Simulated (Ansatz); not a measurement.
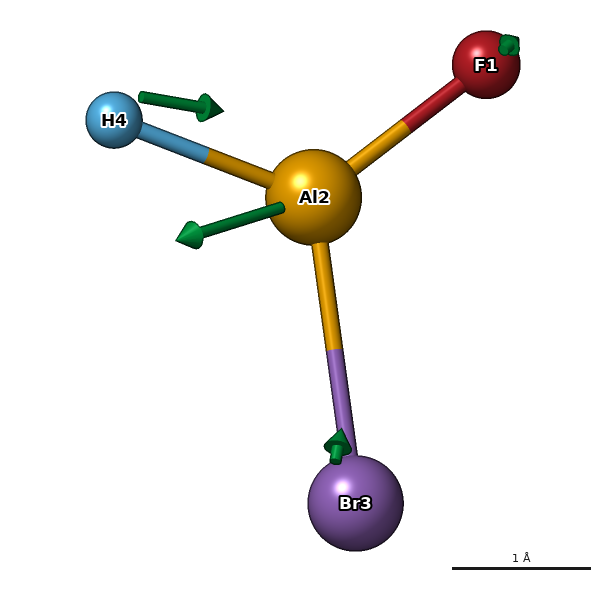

Arrows show the forces on the atoms, 0.7 Å of arrow for 1 eV/Å; forces under a tenth of the largest aren't drawn. Level of theory: B3LYP-D4/def2-TZVPP (Ansatz 0.2.0).

On which atom is the force largest, and how large is it?

Answer. On Al2: 1.49 eV/Å.

Along which bond is the force strongest?

Answer. Al2–H4, now 1.636 Å: the forces pull its atoms together, so a first step downhill shortens it.

List the force components in the frame of the picture (x right, y up, z towards the viewer), in eV/Å.

| atom | Fx | Fy | Fz |
| --- | --- | --- | --- |
| F1 | 0.17 | 0.14 | −0.22 |
| Al2 | −1.11 | −0.35 | 0.94 |
| Br3 | 0.07 | 0.36 | −0.22 |
| H4 | 0.87 | −0.15 | −0.50 |
